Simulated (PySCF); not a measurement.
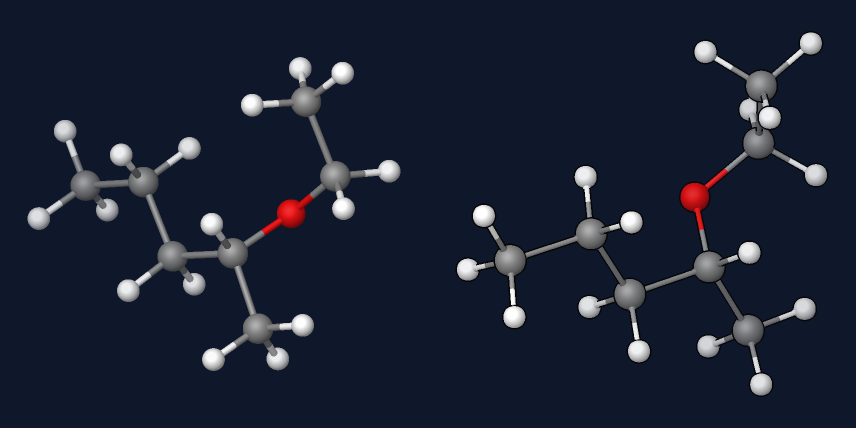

Both panels show the same species. Colours: carbon grey, oxygen red, hydrogen white.

Computed geometry: PBE0-D3(BJ)/def2-SVP optimisation. No frequency run is at hand to confirm it as a minimum.

Which formula does it have?

Answer. C7H16O, 24 atoms: 7 carbon, 16 hydrogen and 1 oxygen.

Write the SMILES.

Answer. CCC[C@@H](C)OCC

The parts below concern this one geometry. Atoms keep their numbers from picture to picture.

## Geometry

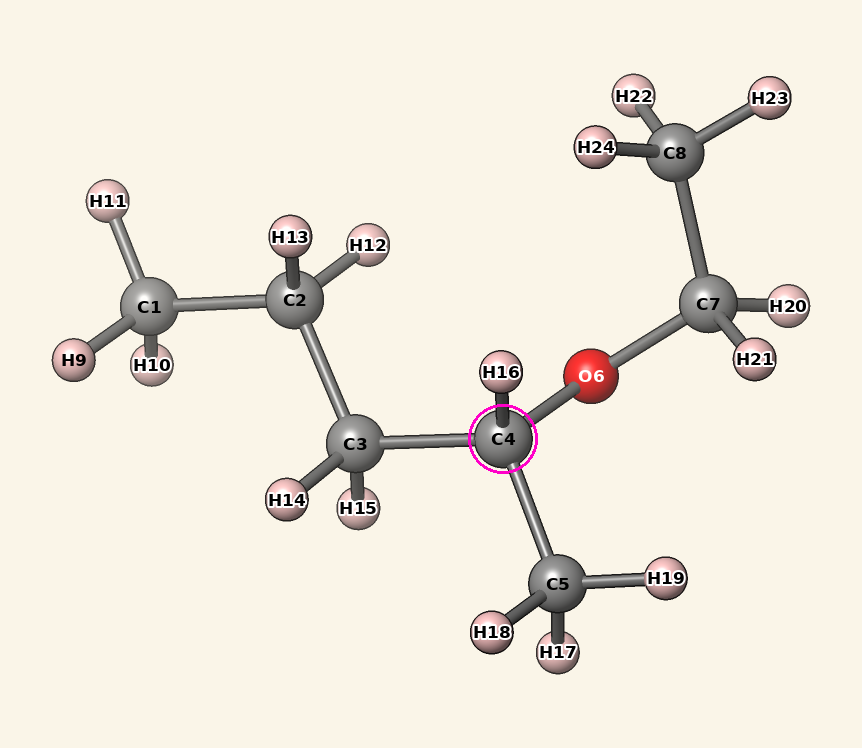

Depth is shown by fading: the farther an atom, the more it takes the colour of the background. Circles mark the stereogenic atoms. No frequency run is at hand to confirm it as a minimum.

Assign CIP descriptors.

Answer. C4: R (priorities O6 > C3 > C5 > H16).

## NMR shielding

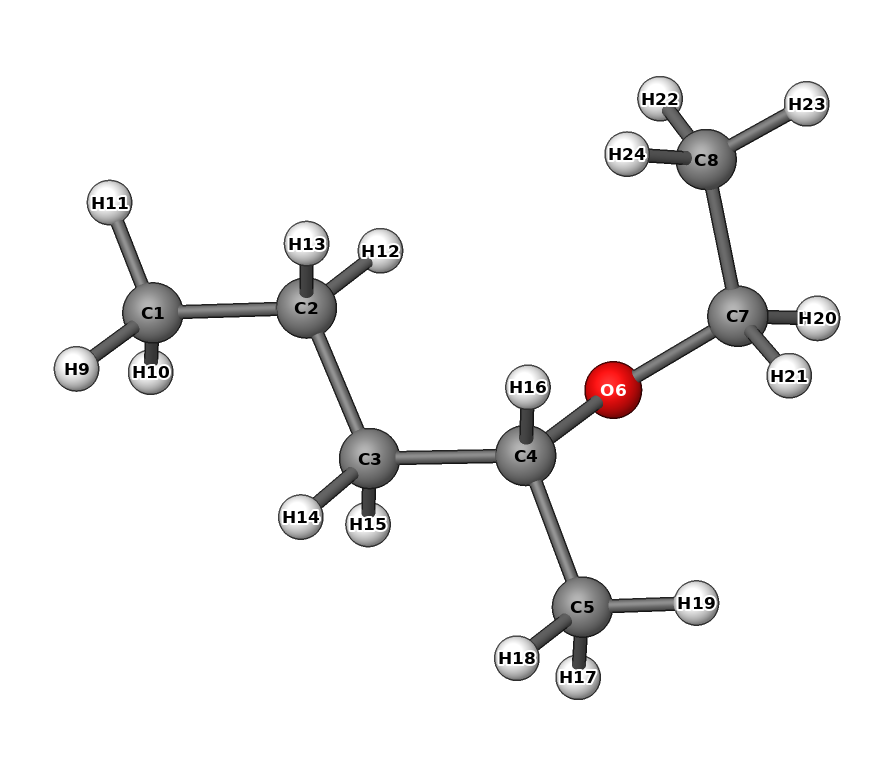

The questions are on isotropic NMR shieldings of the C atoms. No frequency run is at hand to confirm it as a minimum. Level of theory: GIAO PBE0/pcSseg-1 NMR shielding, non-relativistic, IEF-PCM chloroform (PySCF 2.14.0).

Which C atom is the most shielded (lowest chemical shift)?

Answer. C8 (169.3 ppm).

Which C atom is the least shielded (highest chemical shift)?

Answer. C4 (111.9 ppm).

How wide is the range of C shifts?

Answer. 57.4 ppm.

List the isotropic NMR shieldings of the C atoms.

```csv
atom,σ (ppm)
C1,168.7
C2,161.7
C3,142.3
C4,111.9
C5,164.2
C7,121.6
C8,169.3
```

## Dipole moment

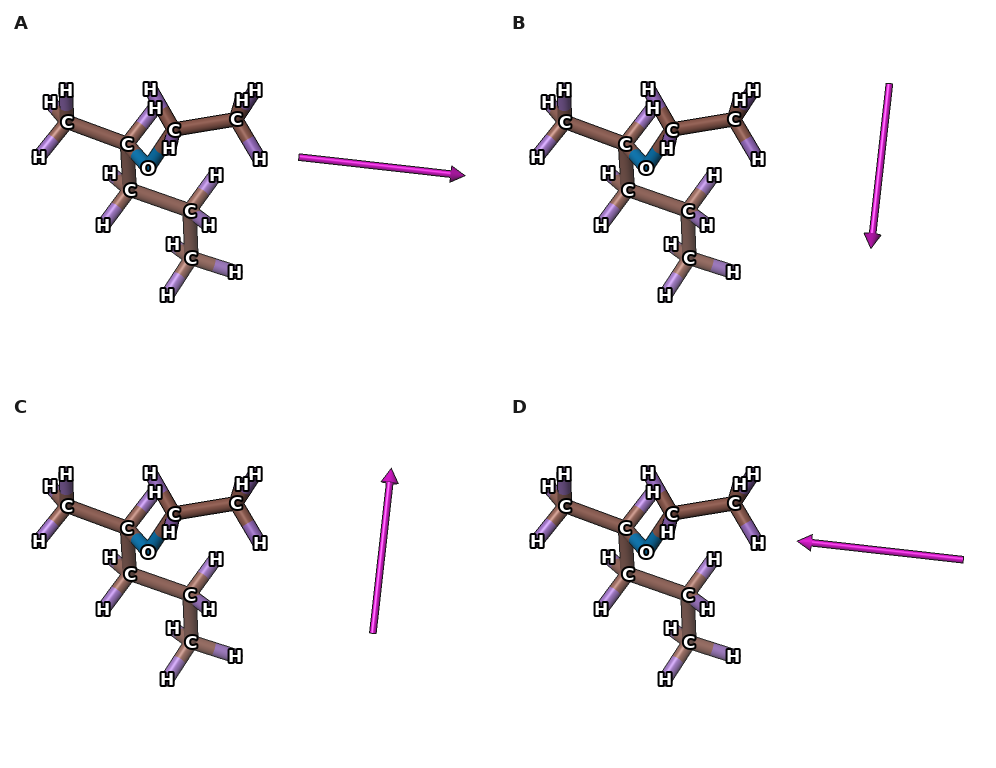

The same molecule four times, each with an arrow. No frequency run is at hand to confirm it as a minimum. Properties computed with PBE0/pcSseg-1 in chloroform (IEF-PCM) (PySCF 2.14.0).

Which arrow points along the dipole moment, from the negative to the positive end?

Answer. C. The dipole moment is 1.57 D.

## Quadrupole coupling

No frequency run is at hand to confirm it as a minimum. Electric field gradients from the ground-state density, PBE0/pcSseg-1 in acetone (IEF-PCM) (PySCF 2.14.0), non-relativistic apart from any core potentials.

Give the largest field-gradient component, the quadrupole coupling constant and the asymmetry for 17O at O6 (Q = −25.6 mb).

| atom | V_zz (a.u.) | e²qQ/h (MHz) | η |
| --- | --- | --- | --- |
| O6 | 1.967 | −11.83 | 0.97 |

## Bond orders

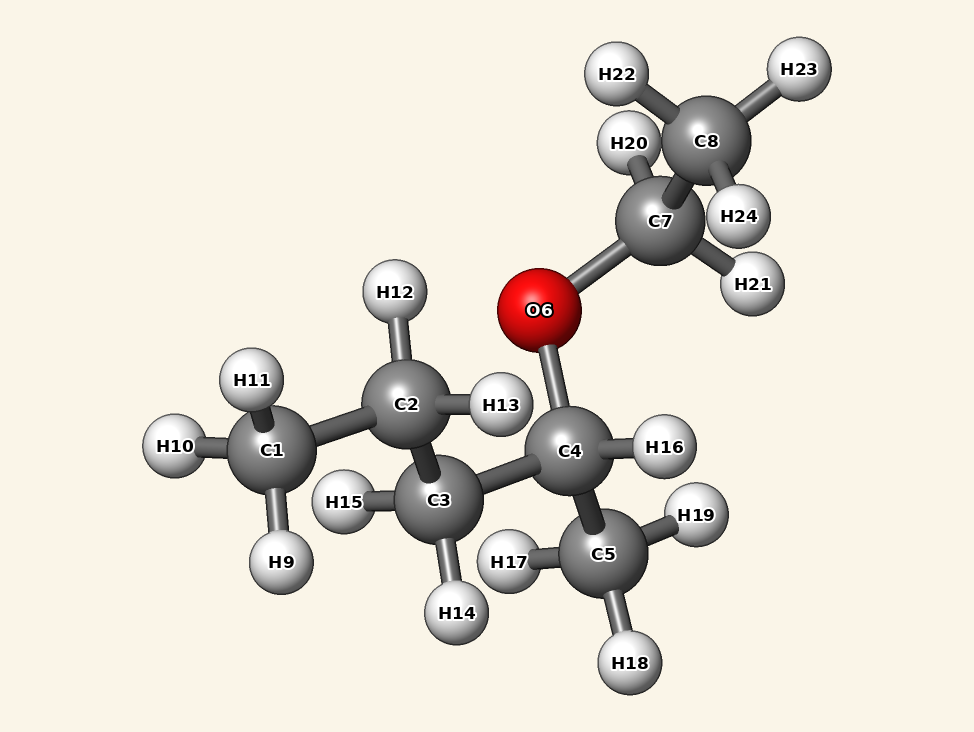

The thickness of each stick grows with its Mayer bond order. No frequency run is at hand to confirm it as a minimum. Computed with PBE0/pcSseg-1 in acetone (IEF-PCM) (PySCF 2.14.0).

List the Mayer bond orders of C1–C2, C2–C3, C3–C4, C4–C5, C4–O6, O6–C7, C7–C8 (bonds between heavy atoms, one of each equivalent set).

| bond | Mayer order | length (Å) |
| --- | --- | --- |
| C1–C2 | 1.07 | 1.520 |
| C2–C3 | 1.03 | 1.521 |
| C3–C4 | 1.02 | 1.520 |
| C4–C5 | 1.06 | 1.521 |
| C4–O6 | 0.87 | 1.413 |
| O6–C7 | 0.92 | 1.403 |
| C7–C8 | 1.06 | 1.518 |
